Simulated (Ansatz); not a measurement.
# CH$_{2}$AlO (doublet): what the fields show

Input file:

```
crystal:
  periodic: [false, false, false]
  atoms:
    - {symbol: C, position_ang: [-0.467756, 0.814140, -0.621167]}
    - {symbol: Al, position_ang: [0.158362, -0.934921, -0.087448]}
    - {symbol: O, position_ang: [-0.841355, 1.858895, -0.938776]}
    - {symbol: H, position_ang: [-1.019638, -1.947247, 0.182334]}
    - {symbol: H, position_ang: [1.730847, -1.027479, -0.022663]}
basis:
  gaussian:
    orbitals: def2-TZVPD
hamiltonian:
  xc: pbe0
magnetization:
  spin_polarized: true
  initial_magnetization: 1
output: {forces: true, orbitals: {seedname: orbitals}}
```

Run with:

```sh
ansatz run input.yaml --threads 1 --pin off --max-ram 2610MiB --events-out events.jsonl --progress --plain --runs-dir runs
```

Geometry: PBE0-D3(BJ)/def2-SVP.

Theory: Ansatz 0.2.0, isolated molecule in a Gaussian basis; Kohn-Sham density functional theory, functional PBE0.

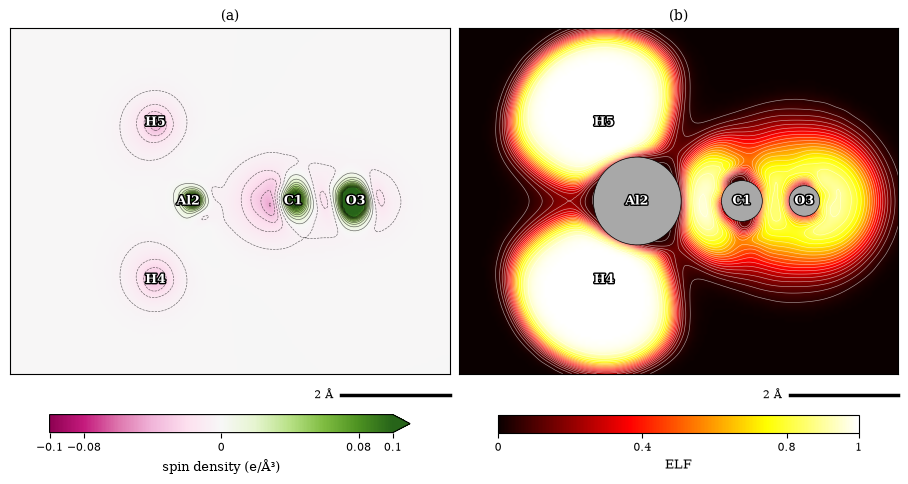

Figure 1. (a) spin density (α minus β); (b) ELF on the molecular plane. Grey discs cover the atomic cores in the ELF map.

Describe what can be read from this map.

The plane passes through C, Al, O and H nuclei. C–O (1.15 Å): the ELF peaks at about 0.85 between the atoms; a multiple bond. C–Al (1.93 Å): the ELF peaks at about 0.95 in the valence shell of C, 0.7 Å from its nucleus, and is about 0.75 at the midpoint. Al–H (1.58 Å): the ELF climbs to about 1 towards the hydrogen. The ELF also peaks beside O3, away from the bonds: non-bonding electrons, paired or unpaired. The unpaired spin (1 electron) lies mostly on Al2 (about 0.4), C1 (about 0.4) and O3 (about 0.2), in electrons by Hirshfeld's partition.

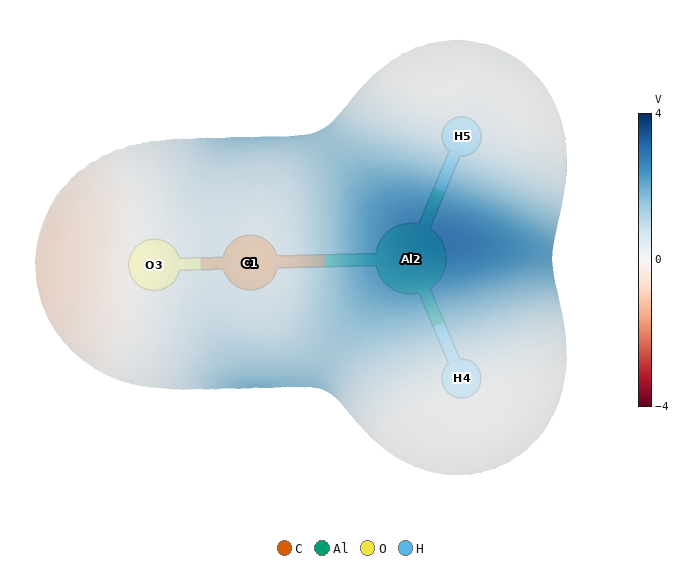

Figure 2. The electrostatic potential painted on the density surface at 0.004 e/bohr³, seen at a tilt; red is negative and blue positive.

Where is the surface potential most negative and most positive?

The most negative region (about −0.5 V) lies over O3, the most positive (about +3.0 V) over Al2.

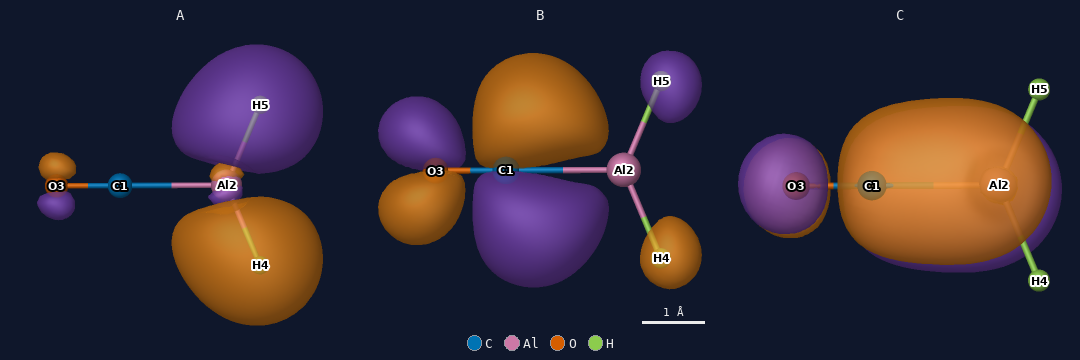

Figure 3. Three frontier orbitals at ±0.1 Å⁻³ᐟ² (orange and purple are the two phases), in no order.

Order the three orbitals by energy and name them. All are α orbitals.

A is the HOMO−1 (α) (−9.05 eV). By Hirshfeld shares it lies mainly on Al2 (about 35 %), H4 (about 30 %) and H5 (about 30 %); it is symmetric in the molecular plane (an in-plane orbital: σ, lone-pair or in-plane π type). C is the HOMO (α) (−5.36 eV). By Hirshfeld shares it lies mainly on Al2 (about 40 %), C1 (about 35 %) and O3 (about 20 %); it changes sign across the molecular plane (π type); π-bonding across C1–Al2; π-antibonding (a node) across C1–O3. B is the LUMO (α) (−1.96 eV). It lies mainly on C1 (about 50 %), O3 (about 25 %) and Al2 (about 20 %); it is symmetric in the molecular plane (an in-plane orbital: σ, lone-pair or in-plane π type).

What is the gap between the highest occupied and lowest empty α orbitals?

3.40 eV between the orbital energies.
